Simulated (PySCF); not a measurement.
```xyz
2

Ni    0.0000    0.0000   -0.7678
Cl    0.0000    0.0000    1.2722
```

These are results of PBE0/def2-TZVPPD, non-relativistic Hamiltonian with scalar-relativistic core potentials where named, at a bond length of 2.040 Å in PySCF, not measurements.

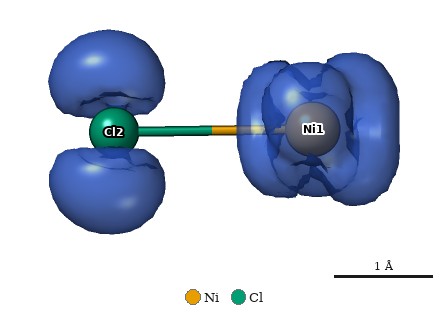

NiCl (charge +1, triplet). Isosurfaces of the spin density at +0.08 (blue) and −0.08 e/Å³ (red), seen from one side.

> Which atoms carry the spin?

The unpaired spin (2 electrons) lies mostly on Ni1 (about 1.6) and Cl2 (about 0.4), in electrons by Hirshfeld's partition. Only one sign reaches the isovalue.
